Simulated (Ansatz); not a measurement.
# Phonon calculation of CH$_{4}$BFS

The run: phonon calculation of CH$_{4}$BFS. Method and program: RKS PBE0-D4/def2-TZVP (Ansatz 0.2.0).

The geometry comes from this level: PBE0-D4/def2-TZVP. Figures and captions count atoms from 1; the log counts them from 0 in places.

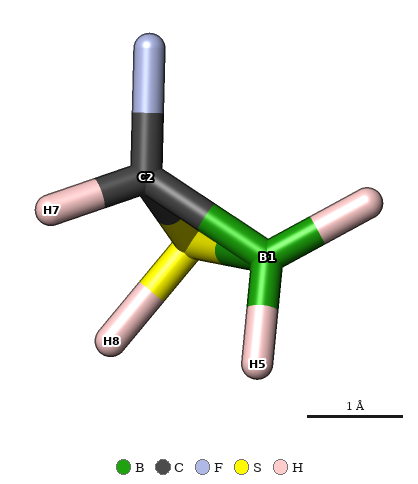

*The input geometry (stick view, seen at a tilt; atoms are numbered from 1 in the order of the input).*

Bond lengths as drawn: B–C 1.54 Å, B–H 1.19 Å, B–S 2.07 Å, C–F 1.35 Å, C–H 1.09 Å, C–S 1.89 Å and H–S 1.34 Å.

Key numbers

- outcome: converged
- total energy: −15323.6525 eV
- mean-field energy: −15323.5325 eV
- dispersion energy: −0.1200 eV
- largest force (length of the vector): 0.003 eV/Å
- dipole moment: 2.56 D
- hardware: 2 threads of Arm Neoverse V1, 23 GiB of memory available, shared host
- wall time: 1.8 min (CPU time 3.5 min)
- peak memory: 0.31 GiB

The input
```yaml
crystal:
  periodic: [false, false, false]
  atoms:
    - {symbol: B, position_ang: [-0.410112, 0.835169, -0.209236]}
    - {symbol: C, position_ang: [0.795941, -0.092842, 0.053372]}
    - {symbol: F, position_ang: [1.685921, 0.155823, 1.039407]}
    - {symbol: S, position_ang: [-0.731688, -0.964604, 0.755423]}
    - {symbol: H, position_ang: [-0.921590, 0.823206, -1.287569]}
    - {symbol: H, position_ang: [-0.635627, 1.686946, 0.596866]}
    - {symbol: H, position_ang: [1.244944, -0.736579, -0.699927]}
    - {symbol: H, position_ang: [-0.935690, -1.764219, -0.304235]}
basis:
  gaussian: {orbitals: def2-TZVP}
hamiltonian: {xc: pbe0, dispersion: d4}
phonons: {temperatures: {t_min: 298.15, t_max: 900, t_step: 200}}
```

Command:
```bash
ansatz run in.yaml --threads 2 --pin off --events-out ev --progress --plain --max-ram 4352MiB
```

What the program printed
```
Functional definition: PBE0
  name "PBE0"
  cite "Adamo & Barone, J. Chem. Phys. 110, 6158 (1999) doi:10.1063/1.478522"
  cite "Perdew, Burke & Ernzerhof, Phys. Rev. Lett. 77, 3865 (1996) doi:10.1103/PhysRevLett.77.3865"
  parent pbe
  parameter a = 0.25
  parameter kappa = 0.804
  parameter beta = 0.06672455060314922
  exchange = (1 - a)*pbe_x(kappa = kappa, mu = beta*pi^2/3) + a*exact_x
  correlation = pbe_c(beta = beta)
952 factors; their error is unknown
mean field evaluation 1: about -15319.3364 eV, gradient 4.0e1 eV
mean field evaluation 2: about -15316.5650 eV, gradient 5.0e1 eV
mean field evaluation 4: about -15323.4924 eV, gradient 2.4e0 eV
mean field evaluation 8: about -15323.5324 eV, gradient 3.4e-2 eV
mean field evaluation 16: about -15323.5324 eV, gradient 6.7e-5 eV
mean field -15323.53244400 eV, -563.1294306538 hartree, gradient 6.7e-5 eV, S^2 0.000000; 0 other end points of the search recorded, 0 dependent functions left out
the calculation of the forces begins
reference -15323.53247090 eV, -563.1294316422 hartree; 20, 20 occupied and 134, 134 virtual orbitals, 952 factors
these checks for a lower state are left out or cut short: stability, starts, cluster_reference, orbital_swaps, neighbouring_geometries, increment
952 factors; their error is unknown
mean field -15323.53235381 eV, -563.1294273392 hartree, gradient 1.4e-6 eV, S^2 0.000000; 0 other end points of the search recorded, 0 dependent functions left out
[... from here on the field's lines of each further geometry are left out, up to the last ...]
the calculation of the forces begins
reference -15323.53241866 eV, -563.1294297226 hartree; 20, 20 occupied and 134, 134 virtual orbitals, 952 factors
these checks for a lower state are left out or cut short: stability, starts, cluster_reference, orbital_swaps, neighbouring_geometries, increment
952 factors; their error is unknown
mean field evaluation 352: about -15323.5324 eV, gradient 1.4e-6 eV
mean field -15323.53238813 eV, -563.1294286006 hartree, gradient 1.4e-6 eV, S^2 0.000000; 0 other end points of the search recorded, 0 dependent functions left out
the calculation of the forces begins
reference -15323.53241503 eV, -563.1294295891 hartree; 20, 20 occupied and 134, 134 virtual orbitals, 952 factors
Total energy: -15323.65245555 eV, -563.1338409967 hartree
Atom 0 at    -0.410112     0.835169    -0.209236 Å, force     0.000532     0.001743     0.000497 eV/Å
Atom 1 at     0.795941    -0.092842     0.053372 Å, force    -0.001761     0.001793    -0.001395 eV/Å
Atom 2 at     1.685921     0.155823     1.039407 Å, force     0.000274    -0.001026     0.000204 eV/Å
Atom 3 at    -0.731688    -0.964604     0.755423 Å, force    -0.001564    -0.000450     0.000755 eV/Å
Atom 4 at    -0.921590     0.823206    -1.287569 Å, force    -0.000416    -0.001104     0.000061 eV/Å
Atom 5 at    -0.635627     1.686946     0.596866 Å, force     0.001386    -0.001935    -0.000771 eV/Å
Atom 6 at     1.244944    -0.736579    -0.699927 Å, force     0.001163     0.000905     0.000470 eV/Å
Atom 7 at    -0.935690    -1.764219    -0.304235 Å, force     0.000387     0.000074     0.000179 eV/Å
Dipole moment:    -0.073916    -0.467854    -0.242236 e Å
Vibrations: 287.79 341.03 377.15 452.99 600.78 738.18 789.30 834.67 926.01 1008.24 1046.26 1155.59 1231.02 1374.82 2590.49 2684.00 2711.81 3154.41 cm⁻¹, zero-point energy 1.382706 eV
```

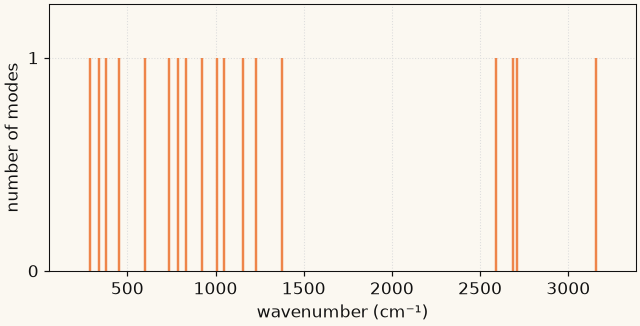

*Harmonic vibrational wavenumbers from the force constants; neighbouring modes closer than 13 cm⁻¹ are counted in one stick.*

18 modes from 288 to 3154 cm⁻¹, none imaginary.
